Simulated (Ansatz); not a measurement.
# C4H7F3: small, medium and large basis sets

Aim: see how fast density functionals converge with the basis set for C4H7F3.

The runs use Ansatz 0.2.0, Gaussian basis; one geometry, several basis sets.

Levels to be run: PBE0-D4/def2-SVP; ωB97M-V/def2-SVP; PBE0-D4/def2-QZVPP; ωB97M-V/def2-QZVPP; the functionals' def2-TZVPP values are taken from earlier runs.

### Step 1. Structure used throughout

An earlier PBE0-D4 in a triple-zeta def2 set relaxation fixed the geometry.

SMILES `CC(CF)C(F)F`, 14 atoms, charge 0, spin multiplicity 1.

Atoms are counted from 1 here; the program's logs count them from 0.

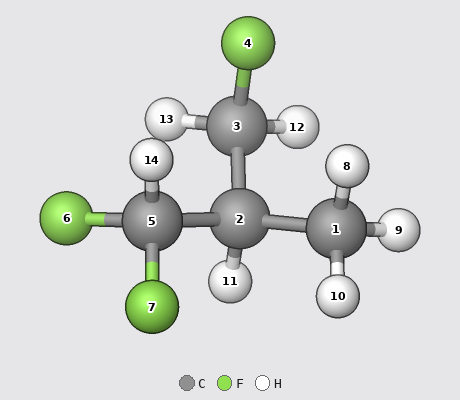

The geometry (carbon grey, fluorine green, hydrogen white); atoms are numbered from 1 in the order of the file.

### Step 2. PBE0-D4 in def2-SVP

File in.yaml:

```yaml
crystal:
  periodic: [false, false, false]
  atoms:
    - {symbol: C, position_ang: [-0.112297, -1.460700, 0.123351]}
    - {symbol: C, position_ang: [-0.323647, 0.003369, -0.231004]}
    - {symbol: C, position_ang: [0.810819, 0.556111, -1.067653]}
    - {symbol: F, position_ang: [2.009794, 0.450989, -0.379264]}
    - {symbol: C, position_ang: [-0.521493, 0.842140, 1.012657]}
    - {symbol: F, position_ang: [-0.791382, 2.131717, 0.672798]}
    - {symbol: F, position_ang: [-1.590919, 0.389065, 1.718031]}
    - {symbol: H, position_ang: [0.801533, -1.592712, 0.706116]}
    - {symbol: H, position_ang: [-0.018107, -2.059979, -0.784445]}
    - {symbol: H, position_ang: [-0.950037, -1.848483, 0.702656]}
    - {symbol: H, position_ang: [-1.240329, 0.117112, -0.822912]}
    - {symbol: H, position_ang: [0.909968, -0.013882, -1.995782]}
    - {symbol: H, position_ang: [0.656416, 1.611076, -1.304583]}
    - {symbol: H, position_ang: [0.346680, 0.844976, 1.678934]}
basis:
  gaussian: {orbitals: def2-SVP}
hamiltonian: {xc: pbe0, dispersion: d4}
output: {orbitals: {seedname: orbitals}}
```

Started as:

```
$ ansatz run in.yaml --threads 4 --pin off --events-out ev --progress --plain --max-ram 11315MiB
```

The log of the run:

```text
Functional definition: PBE0
  name "PBE0"
  cite "Adamo & Barone, J. Chem. Phys. 110, 6158 (1999) doi:10.1063/1.478522"
  cite "Perdew, Burke & Ernzerhof, Phys. Rev. Lett. 77, 3865 (1996) doi:10.1103/PhysRevLett.77.3865"
  parent pbe
  parameter a = 0.25
  parameter kappa = 0.804
  parameter beta = 0.06672455060314922
  exchange = (1 - a)*pbe_x(kappa = kappa, mu = beta*pi^2/3) + a*exact_x
  correlation = pbe_c(beta = beta)
1482 factors; their error is unknown
mean field evaluation 1: about -12386.0426 eV, gradient 4.7e1 eV
mean field evaluation 2: about -12385.7640 eV, gradient 4.8e1 eV
mean field evaluation 4: about -12390.8224 eV, gradient 1.3e0 eV
mean field evaluation 8: about -12390.8202 eV, gradient 1.6e-2 eV
mean field evaluation 16: about -12390.8139 eV, gradient 5.1e-5 eV
mean field -12390.81389913 eV, -455.3540119976 hartree, gradient 5.0e-5 eV, S^2 0.000000; 0 other end points of the search recorded, 0 dependent functions left out
reference -12390.81392167 eV, -455.3540128260 hartree; 29, 29 occupied and 104, 104 virtual orbitals, 1482 factors
Total energy: -12391.03540612 eV, -455.3621522293 hartree
```

It took 2.3 s on 4 threads of Intel Xeon Platinum 8375C at 2.90GHz, shared host; peak memory 0.58 GiB.

### Step 3. ωB97M-V in def2-SVP

in.yaml: that of step 2 with these lines changed.

```diff
@@ -19,3 +19,3 @@
   gaussian: {orbitals: def2-SVP}
-hamiltonian: {xc: pbe0, dispersion: d4}
+hamiltonian: {xc: {name: wB97M-V}}
 output: {orbitals: {seedname: orbitals}}
```

Same command.

The log of the run, shortened:

```text
Functional definition: wB97M-V
  name "wB97M-V"
  cite "Mardirossian & Head-Gordon, J. Chem. Phys. 144, 214110 (2016) doi:10.1063/1.4952647"
  cite "Becke, J. Chem. Phys. 107, 8554 (1997) doi:10.1063/1.475007"
  cite "Vydrov & Van Voorhis, J. Chem. Phys. 133, 244103 (2010) doi:10.1063/1.3521275"
  # Of w^i u^j: cxij and so on, Table III.
[...]
  gx(w, u) = 1 - cx + cx01*u + cx10*w
  gss(w, u) = css00 + css04*u^4 + css10*w + css20*w^2 + css43*w^4*u^3
  gos(w, u) = cos00 + cos10*w + (cos20 + cos21*u)*w^2 + (cos60 + cos61*u)*w^6
[...]
      + integral(e_c_pw_mod_opposite_spin*gos(b97_w_opposite, b97_u_opposite)) + vv10(b, c)
1482 factors; their error is unknown
326 factors; integrals over basis functions are off by at most 6.4e-6 eV
[...]
mean field -12399.18419170 eV, -455.6616145761 hartree, gradient 2.3e-5 eV, S^2 0.000000; 0 other end points of the search recorded, 0 dependent functions left out
reference -12399.18422850 eV, -455.6616159285 hartree; 29, 29 occupied and 104, 104 virtual orbitals, 1482 factors
Total energy: -12399.18422850 eV, -455.6616159285 hartree
```

Wall time 7 s (4 threads of Intel Xeon Platinum 8375C at 2.90GHz, shared host); peak memory 0.58 GiB.

### Step 4. PBE0-D4 in def2-QZVPP

in.yaml: that of step 3 with these lines changed.

```diff
@@ -18,4 +18,4 @@
 basis:
-  gaussian: {orbitals: def2-SVP}
-hamiltonian: {xc: {name: wB97M-V}}
+  gaussian: {orbitals: "def2-QZVPP.json"}
+hamiltonian: {xc: pbe0, dispersion: d4}
 output: {orbitals: {seedname: orbitals}}
```

The command is unchanged.

The log of the run:

```text
Functional definition: PBE0
  name "PBE0"
  cite "Adamo & Barone, J. Chem. Phys. 110, 6158 (1999) doi:10.1063/1.478522"
  cite "Perdew, Burke & Ernzerhof, Phys. Rev. Lett. 77, 3865 (1996) doi:10.1103/PhysRevLett.77.3865"
  parent pbe
  parameter a = 0.25
  parameter kappa = 0.804
  parameter beta = 0.06672455060314922
  exchange = (1 - a)*pbe_x(kappa = kappa, mu = beta*pi^2/3) + a*exact_x
  correlation = pbe_c(beta = beta)
1691 factors; their error is unknown
mean field evaluation 1: about -12398.3661 eV, gradient 6.1e1 eV
mean field evaluation 2: about -12396.6684 eV, gradient 6.5e1 eV
mean field evaluation 4: about -12406.0657 eV, gradient 2.2e0 eV
mean field evaluation 8: about -12406.0704 eV, gradient 4.1e-2 eV
mean field evaluation 16: about -12406.0689 eV, gradient 1.3e-4 eV
mean field -12406.06886940 eV, -455.9146218150 hartree, gradient 8.6e-5 eV, S^2 0.000000; 0 other end points of the search recorded, 0 dependent functions left out
reference -12406.06890668 eV, -455.9146231849 hartree; 29, 29 occupied and 580, 580 virtual orbitals, 1691 factors
Total energy: -12406.29039112 eV, -455.9227625881 hartree
```

Run time: 20 s. Hardware: 4 threads of Intel Xeon Platinum 8375C at 2.90GHz, shared host; peak memory 2.7 GiB.

### Step 5. ωB97M-V in def2-QZVPP

in.yaml: that of step 4 with these lines changed.

```diff
@@ -19,3 +19,3 @@
   gaussian: {orbitals: "def2-QZVPP.json"}
-hamiltonian: {xc: pbe0, dispersion: d4}
+hamiltonian: {xc: {name: wB97M-V}}
 output: {orbitals: {seedname: orbitals}}
```

Launched as before.

The log of the run, shortened:

```text
Functional definition: wB97M-V
  name "wB97M-V"
  cite "Mardirossian & Head-Gordon, J. Chem. Phys. 144, 214110 (2016) doi:10.1063/1.4952647"
  cite "Becke, J. Chem. Phys. 107, 8554 (1997) doi:10.1063/1.475007"
  cite "Vydrov & Van Voorhis, J. Chem. Phys. 133, 244103 (2010) doi:10.1063/1.3521275"
  # Of w^i u^j: cxij and so on, Table III.
[...]
  gx(w, u) = 1 - cx + cx01*u + cx10*w
  gss(w, u) = css00 + css04*u^4 + css10*w + css20*w^2 + css43*w^4*u^3
  gos(w, u) = cos00 + cos10*w + (cos20 + cos21*u)*w^2 + (cos60 + cos61*u)*w^6
[...]
      + integral(e_c_pw_mod_opposite_spin*gos(b97_w_opposite, b97_u_opposite)) + vv10(b, c)
1691 factors; their error is unknown
419 factors; integrals over basis functions are off by at most 5.4e-6 eV
[...]
mean field -12414.87978002 eV, -456.2384168079 hartree, gradient 2.3e-5 eV, S^2 0.000000; 0 other end points of the search recorded, 0 dependent functions left out
reference -12414.87983784 eV, -456.2384189330 hartree; 29, 29 occupied and 580, 580 virtual orbitals, 1691 factors
Total energy: -12414.87983784 eV, -456.2384189330 hartree
```

It took 35 s on 4 threads of Intel Xeon Platinum 8375C at 2.90GHz, shared host; peak memory 3 GiB.

### Step 6. Density functionals: the series

The def2-TZVPP values come from earlier runs at the same geometry.

```
functional       basis  functions  energy (eV)  from the largest (eV)  HOMO (eV)  LUMO (eV)
   PBE0-D4    def2-SVP        133  -12391.0354                 15.255      -9.18       1.78
   PBE0-D4  def2-TZVPP        315  -12405.6434                  0.647      -9.30       1.23
   PBE0-D4  def2-QZVPP        609  -12406.2904                  0.000      -9.33       0.72
   ωB97M-V    def2-SVP        133  -12399.1842                 15.696     -11.55       3.44
   ωB97M-V  def2-TZVPP        315  -12414.2592                  0.621     -11.68       2.67
   ωB97M-V  def2-QZVPP        609  -12414.8798                  0.000     -11.72       1.84
```

### Step 7. Summary of results

| quantity | value |
| --- | --- |
| PBE0-D4: double and triple zeta above quadruple | 15.25, 0.65 eV |
| ωB97M-V: double and triple zeta above quadruple | 15.70, 0.62 eV |

PBE0-D4 gains 14.61 eV from double to triple zeta, then 0.65 eV more. Total energies overstate the basis error of differences, where much of it tends to cancel. The LUMO of ωB97M-V is positive and keeps falling with the basis (3.44 to 1.84 eV): an unbound level that the basis holds in place.

For PBE0-D4 the largest set took about 9 times as long as the smallest (20 s against 2.3 s).
